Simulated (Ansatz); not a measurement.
# CH8AlNOSn: geometry relaxation (part 1 of 2)

The run: geometry relaxation of CH8AlNOSn. Method and program: RKS PBE0-D4/def2-mTZVP (Ansatz 0.2.0).

It belongs to a series of runs on one base structure; here: end point B relaxed. Figures and captions count atoms from 1; the log counts them from 0 in places.

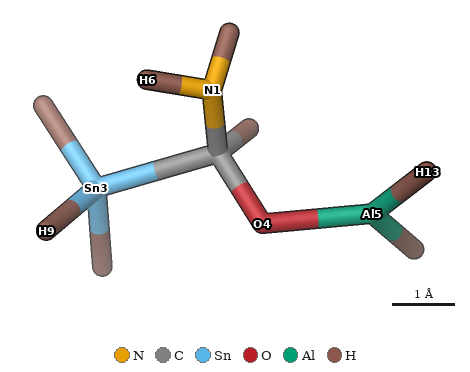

Fig. 1: The starting structure (stick view, seen at a tilt; atoms are numbered from 1 in the order of the input). Sticks mark near contacts.

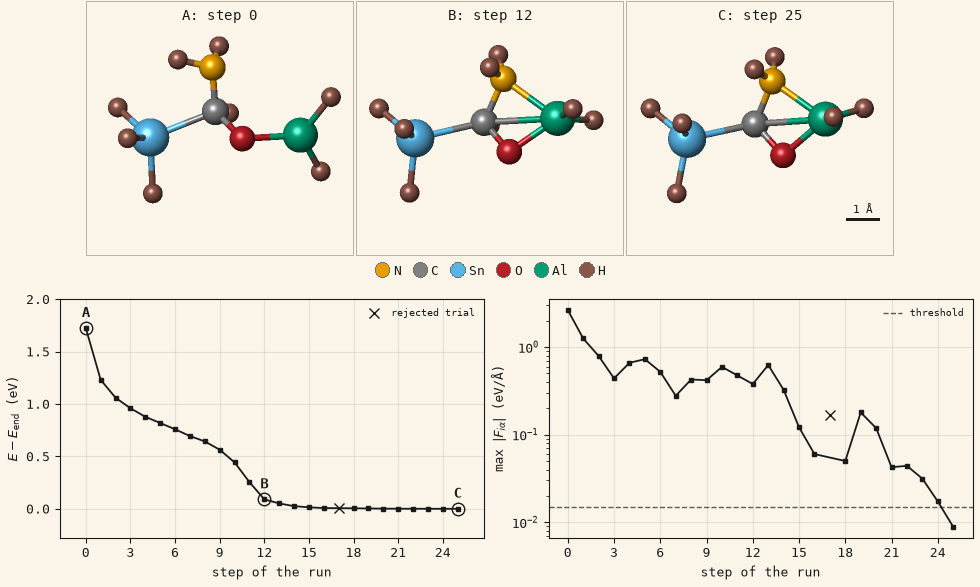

Fig. 2: Frames of the relaxation (ball-and-stick view, seen on its broad side) above the curves, on which the letters mark them (the first geometry is step 0 here and step 1 in the log).

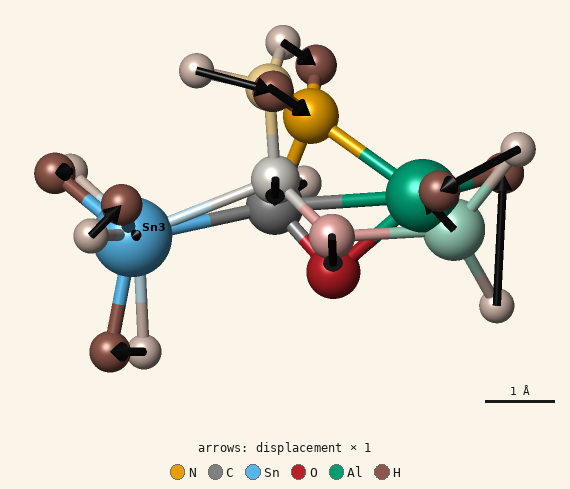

Fig. 3: Start (faint) and end (solid) with the displacements as black arrows, at true length (ball-and-stick view, seen on its broad side). The two geometries are laid on each other by the best rigid fit. After 25 geometry steps the energy has fallen by 1.725 eV. The largest force component goes from 2.6 to 0.0089 eV/Å. The line search rejected the trial step at point 17 (counted from 0) and went back. The atom that moves furthest after the best rigid fit is H12 (1.93 Å). By element the largest moves are H 1.93 Å, O 0.97 Å, N 0.82 Å, Al 0.68 Å, C 0.63 Å, Sn 0.15 Å. Among the contacts that change: N1–Al5 3.382 → 2.061 Å, C2–Al5 2.724 → 2.409 Å, N1–C2 1.406 → 1.511 Å, Sn3–H10 1.800 → 1.704 Å. New bonds form: N1–Al5 (3.38 → 2.06 Å). Among the angles that change: C2–O4–Al5 113.3° → 98.0°, N1–C2–O4 114.4° → 104.2°, N1–C2–Sn3 107.3° → 114.2°. (Atoms are counted from 1 in the order of the input.)

The input and output of the run follow.

### Input file
```yaml
crystal:
  periodic: [false, false, false]
  atoms:
    - { symbol: "N", position_ang: [-1.1466, -0.0168, -1.0473] }
    - { symbol: C, position_ang: [-0.0308, -0.2218, -0.2176] }
    - { symbol: Sn, position_ang: [-0.4973, -1.8542, 1.0846] }
    - { symbol: O, position_ang: [0.343, 0.9232, 0.5686] }
    - { symbol: Al, position_ang: [1.3926, 2.0976, -0.3282] }
    - { symbol: H, position_ang: [-1.94956, -0.70848, -0.75641] }
    - { symbol: H, position_ang: [-0.91464, -0.34692, -2.04746] }
    - { symbol: H, position_ang: [0.8712, -0.5381, -0.8484] }
    - { symbol: H, position_ang: [-1.8326, -1.4199, 2.1438] }
    - { symbol: H, position_ang: [0.9314, -2.1718, 2.1324] }
    - { symbol: H, position_ang: [-0.8522, -3.2764, 0.1697] }
    - { symbol: H, position_ang: [2.994, 1.9628, -0.1625] }
    - { symbol: H, position_ang: [0.718, 3.2816, -1.2414] }
basis:
  gaussian: { orbitals: def2-mTZVP }
hamiltonian:
  xc: pbe0
  dispersion: d4
relax:
  f_tol: 0.015
  max_steps: 40
```

Run as:
```bash
ansatz run input.yaml --threads 2 --pin off --max-ram 3072MiB --backend cpu --events-out ev --progress --plain --runs-dir out
```

### The program's output
```
The last accepted step is kept in [file] (removed where the run ends without a failure and the disk answers)
Engine: ansatz 0.2.0, x86_64-unknown-linux-gnu
Functional definition: PBE0
  parameter a = 0.25
  parameter kappa = 0.804
  parameter beta = 0.06672455060314922
  exchange = (1 - a)*pbe_x(kappa = kappa, mu = beta*pi^2/3) + a*exact_x
  correlation = pbe_c(beta = beta)
1571 factors; integrals over basis functions are off by at most 5.8e-4 eV
mean field evaluation 1: about -17115.2467 eV, gradient 6.9e1 eV
mean field evaluation 2: about -17080.3266 eV, gradient 1.4e2 eV
mean field evaluation 4: about -17124.1471 eV, gradient 1.3e1 eV
mean field evaluation 8: about -17124.5183 eV, gradient 6.7e-1 eV
mean field evaluation 16: about -17124.5192 eV, gradient 3.1e-5 eV
mean field -17124.51922796 eV, -629.3144742114 hartree, gradient 3.1e-5 eV, S^2 0.000000; 0 other end points of the search recorded, 0 dependent functions left out
the calculation of the forces begins
reference -17124.51927686 eV, -629.3144760087 hartree; 32, 32 occupied and 112, 112 virtual orbitals, 1571 factors
relax step   1: F+E_penalty+E_count = -17124.77445057 eV  Δ(F+E_penalty+E_count) = +0.000e0 eV  max|allowed force component| = 2.648e0 eV/Å  Δτ_max = 0.0000 Å  (28 SCF iters, accepted)
these checks for a lower state are left out or cut short: starts, cluster_reference, orbital_swaps, neighbouring_geometries, increment
1571 factors; integrals over basis functions are off by at most 6.0e-4 eV
mean field -17125.01319542 eV, -629.3326271808 hartree, gradient 1.5e-5 eV, S^2 0.000000; 0 other end points of the search recorded, 0 dependent functions left out
[... from here on the field's lines of each further geometry are left out, up to the last ...]
relax step   2: F+E_penalty+E_count = -17125.26805358 eV  Δ(F+E_penalty+E_count) = -4.936e-1 eV  max|allowed force component| = 1.254e0 eV/Å  Δτ_max = 0.1929 Å  (31 SCF iters, accepted)
relax step   3: F+E_penalty+E_count = -17125.43869381 eV  Δ(F+E_penalty+E_count) = -1.706e-1 eV  max|allowed force component| = 7.908e-1 eV/Å  Δτ_max = 0.1564 Å  (30 SCF iters, accepted)
relax step   4: F+E_penalty+E_count = -17125.53957159 eV  Δ(F+E_penalty+E_count) = -1.009e-1 eV  max|allowed force component| = 4.389e-1 eV/Å  Δτ_max = 0.2000 Å  (30 SCF iters, accepted)
relax step   5: F+E_penalty+E_count = -17125.62077425 eV  Δ(F+E_penalty+E_count) = -8.120e-2 eV  max|allowed force component| = 6.614e-1 eV/Å  Δτ_max = 0.1974 Å  (30 SCF iters, accepted)
relax step   6: F+E_penalty+E_count = -17125.67989316 eV  Δ(F+E_penalty+E_count) = -5.912e-2 eV  max|allowed force component| = 7.279e-1 eV/Å  Δτ_max = 0.1968 Å  (30 SCF iters, accepted)
relax step   7: F+E_penalty+E_count = -17125.74002512 eV  Δ(F+E_penalty+E_count) = -6.013e-2 eV  max|allowed force component| = 5.212e-1 eV/Å  Δτ_max = 0.2000 Å  (30 SCF iters, accepted)
relax step   8: F+E_penalty+E_count = -17125.80463478 eV  Δ(F+E_penalty+E_count) = -6.461e-2 eV  max|allowed force component| = 2.780e-1 eV/Å  Δτ_max = 0.1938 Å  (30 SCF iters, accepted)
relax step   9: F+E_penalty+E_count = -17125.85599037 eV  Δ(F+E_penalty+E_count) = -5.136e-2 eV  max|allowed force component| = 4.264e-1 eV/Å  Δτ_max = 0.1951 Å  (30 SCF iters, accepted)
relax step  10: F+E_penalty+E_count = -17125.93511714 eV  Δ(F+E_penalty+E_count) = -7.913e-2 eV  max|allowed force component| = 4.189e-1 eV/Å  Δτ_max = 0.1997 Å  (30 SCF iters, accepted)
relax step  11: F+E_penalty+E_count = -17126.05586400 eV  Δ(F+E_penalty+E_count) = -1.207e-1 eV  max|allowed force component| = 5.940e-1 eV/Å  Δτ_max = 0.1952 Å  (30 SCF iters, accepted)
relax step  12: F+E_penalty+E_count = -17126.24446182 eV  Δ(F+E_penalty+E_count) = -1.886e-1 eV  max|allowed force component| = 4.746e-1 eV/Å  Δτ_max = 0.1958 Å  (29 SCF iters, accepted)
relax step  13: F+E_penalty+E_count = -17126.40896727 eV  Δ(F+E_penalty+E_count) = -1.645e-1 eV  max|allowed force component| = 3.781e-1 eV/Å  Δτ_max = 0.1954 Å  (30 SCF iters, accepted)
relax step  14: F+E_penalty+E_count = -17126.44770170 eV  Δ(F+E_penalty+E_count) = -3.873e-2 eV  max|allowed force component| = 6.246e-1 eV/Å  Δτ_max = 0.1848 Å  (31 SCF iters, accepted)
relax step  15: F+E_penalty+E_count = -17126.47366392 eV  Δ(F+E_penalty+E_count) = -2.596e-2 eV  max|allowed force component| = 3.250e-1 eV/Å  Δτ_max = 0.1999 Å  (31 SCF iters, accepted)
relax step  16: F+E_penalty+E_count = -17126.48467171 eV  Δ(F+E_penalty+E_count) = -1.101e-2 eV  max|allowed force component| = 1.213e-1 eV/Å  Δτ_max = 0.1073 Å  (31 SCF iters, accepted)
relax step  17: F+E_penalty+E_count = -17126.49188189 eV  Δ(F+E_penalty+E_count) = -7.210e-3 eV  max|allowed force component| = 6.007e-2 eV/Å  Δτ_max = 0.0529 Å  (31 SCF iters, accepted)
relax step  18: F+E_penalty+E_count = -17126.49090047 eV  Δ(F+E_penalty+E_count) = +9.814e-4 eV  max|allowed force component| = 1.665e-1 eV/Å  Δτ_max = 0.0786 Å  (30 SCF iters, rejected (line search))
relax step  19: F+E_penalty+E_count = -17126.49410637 eV  Δ(F+E_penalty+E_count) = -2.224e-3 eV  max|allowed force component| = 5.005e-2 eV/Å  Δτ_max = 0.0379 Å  (30 SCF iters, accepted)
relax step  20: F+E_penalty+E_count = -17126.49557862 eV  Δ(F+E_penalty+E_count) = -1.472e-3 eV  max|allowed force component| = 1.794e-1 eV/Å  Δτ_max = 0.0940 Å  (30 SCF iters, accepted)
relax step  21: F+E_penalty+E_count = -17126.49740519 eV  Δ(F+E_penalty+E_count) = -1.827e-3 eV  max|allowed force component| = 1.189e-1 eV/Å  Δτ_max = 0.0391 Å  (30 SCF iters, accepted)
relax step  22: F+E_penalty+E_count = -17126.49818490 eV  Δ(F+E_penalty+E_count) = -7.797e-4 eV  max|allowed force component| = 4.256e-2 eV/Å  Δτ_max = 0.0632 Å  (31 SCF iters, accepted)
relax step  23: F+E_penalty+E_count = -17126.49837306 eV  Δ(F+E_penalty+E_count) = -1.882e-4 eV  max|allowed force component| = 4.408e-2 eV/Å  Δτ_max = 0.0328 Å  (31 SCF iters, accepted)
relax step  24: F+E_penalty+E_count = -17126.49878022 eV  Δ(F+E_penalty+E_count) = -4.072e-4 eV  max|allowed force component| = 3.144e-2 eV/Å  Δτ_max = 0.0120 Å  (25 SCF iters, accepted)
relax step  25: F+E_penalty+E_count = -17126.49892277 eV  Δ(F+E_penalty+E_count) = -1.425e-4 eV  max|allowed force component| = 1.728e-2 eV/Å  Δτ_max = 0.0134 Å  (25 SCF iters, accepted)
the calculation of the forces begins
reference -17126.22830043 eV, -629.3772814662 hartree; 32, 32 occupied and 112, 112 virtual orbitals, 1571 factors
relax step  26: F+E_penalty+E_count = -17126.49896876 eV  Δ(F+E_penalty+E_count) = -4.599e-5 eV  max|allowed force component| = 8.861e-3 eV/Å  Δτ_max = 0.0074 Å  (24 SCF iters, accepted)
1571 factors; integrals over basis functions are off by at most 8.6e-4 eV
mean field evaluation 192: about -17126.2283 eV, gradient 1.3e-5 eV
mean field -17126.22825197 eV, -629.3772796855 hartree, gradient 1.3e-5 eV, S^2 0.000000; 1 other end points of the search recorded, 0 dependent functions left out
the calculation of the forces begins
reference -17126.22830043 eV, -629.3772814662 hartree; 32, 32 occupied and 112, 112 virtual orbitals, 1571 factors
Total energy: -17126.49901722 eV, -629.3872301248 hartree
Atom 0 at    -0.367472     0.230229    -1.112181 Å, force     0.003477    -0.006101    -0.004328 eV/Å
Atom 1 at     0.510426    -0.545131    -0.156871 Å, force    -0.000365    -0.002069     0.008233 eV/Å
Atom 2 at    -0.590159    -1.851113     1.216845 Å, force     0.001398    -0.000885     0.001120 eV/Å
Atom 3 at     1.183748     0.428904     0.552445 Å, force     0.005301     0.002382     0.002597 eV/Å
Atom 4 at     0.793070     1.821370    -0.504799 Å, force     0.001662    -0.002774     0.001278 eV/Å
Atom 5 at    -1.339100     0.277664    -0.818774 Å, force     0.000653    -0.000028    -0.004013 eV/Å
Atom 6 at    -0.339477    -0.122686    -2.063786 Å, force    -0.008861     0.004253    -0.003252 eV/Å
Atom 7 at     1.182310    -1.147034    -0.784881 Å, force    -0.000489     0.003445    -0.001332 eV/Å
Atom 8 at    -1.974030    -0.956464     1.702920 Å, force    -0.000196     0.000133    -0.000630 eV/Å
Atom 9 at     0.380102    -2.246369     2.561085 Å, force    -0.001703     0.000321    -0.000276 eV/Å
Atom 10 at    -1.120004    -3.285484     0.429604 Å, force     0.000098     0.000281     0.000556 eV/Å
Atom 11 at     1.814796     2.130666    -1.690889 Å, force    -0.000625     0.001271    -0.000074 eV/Å
Atom 12 at    -0.107711     2.976249     0.119113 Å, force    -0.000351    -0.000229     0.000121 eV/Å
Dipole moment:    -0.491253    -0.549547    -0.451710 e Å
```

### Trajectory as extended XYZ (Å, eV, eV/Å), 17 of the 26 frames kept, from step=1 to step=26
```
13
Properties=species:S:1:pos:R:3:forces:R:3 step=1 energy=-17124.77445
N    -1.1466   -0.0168   -1.0473   -2.6477  -2.3700  -2.5391
C    -0.0308   -0.2218   -0.2176    2.3660  -0.0292   0.5872
Sn   -0.4973   -1.8542    1.0846    0.9845  -0.4715   1.8025
O     0.3430    0.9232    0.5686    0.6947   0.4749  -1.4890
Al    1.3926    2.0976   -0.3282   -0.9494  -0.3619   0.6412
H    -1.9496   -0.7085   -0.7564    1.6299   2.1847  -0.9435
H    -0.9146   -0.3469   -2.0475   -0.5767   0.9080   1.9462
H     0.8712   -0.5381   -0.8484   -0.8734   0.2379   0.6018
H    -1.8326   -1.4199    2.1438    0.3463  -0.1582  -0.4739
H     0.9314   -2.1718    2.1324   -0.7910   0.0232  -0.5064
H    -0.8522   -3.2764    0.1697   -0.0569   0.1389   0.0323
H     2.9940    1.9628   -0.1625   -0.4255  -0.0395  -0.0490
H     0.7180    3.2816   -1.2414    0.2991  -0.5372   0.3897
13
Properties=species:S:1:pos:R:3:forces:R:3 step=3 energy=-17125.43869
N    -1.1005    0.0099   -1.1482   -0.7295  -0.7263  -0.3360
C    -0.0092   -0.2718   -0.2479    0.4123   0.0682   0.3266
Sn   -0.3971   -1.8748    1.1952   -0.4306   0.0595  -0.4068
O     0.3708    0.8813    0.4981    0.2731   0.1130  -0.5873
Al    1.3260    2.1034   -0.3106   -0.3726  -0.3796   0.3026
H    -2.0054   -0.3955   -0.8465    0.7908   0.5872  -0.1450
H    -0.9234   -0.3715   -2.0807   -0.0320   0.1564   0.3509
H     0.8580   -0.6233   -0.8442   -0.2699   0.0874   0.0358
H    -1.7717   -1.4436    2.1240    0.0131   0.0080   0.0316
H     0.9140   -2.2365    2.1822    0.3426  -0.0563   0.2685
H    -0.8105   -3.2754    0.2682    0.0281   0.0295   0.0808
H     2.8994    1.9528   -0.1588   -0.0146   0.0264   0.0043
H     0.6759    3.2558   -1.1810   -0.0109   0.0266   0.0738
13
Properties=species:S:1:pos:R:3:forces:R:3 step=4 energy=-17125.53957
N    -1.0279   -0.0037   -1.1879   -0.4389  -0.2187  -0.1505
C     0.0315   -0.3247   -0.2644    0.1772   0.0839  -0.2437
Sn   -0.4328   -1.8888    1.1922   -0.0302  -0.0199  -0.1569
O     0.4255    0.8208    0.4453    0.2619   0.0803  -0.0369
Al    1.2975    2.1060   -0.3108   -0.1292  -0.0310   0.1190
H    -1.9511   -0.2500   -0.8345    0.1468   0.2609  -0.1808
H    -0.8903   -0.4747   -2.0763   -0.1654  -0.0314   0.0874
H     0.8515   -0.6805   -0.9118    0.1155  -0.1229   0.3221
H    -1.7869   -1.3950    2.1212    0.0056   0.0078  -0.0058
H     0.8986   -2.2138    2.2012    0.0839  -0.0440   0.1113
H    -0.8597   -3.3205    0.3252    0.0172   0.0440   0.0696
H     2.8811    2.0006   -0.2306   -0.0245  -0.0025  -0.0231
H     0.5896    3.3352   -1.0190   -0.0197  -0.0066   0.0884
```
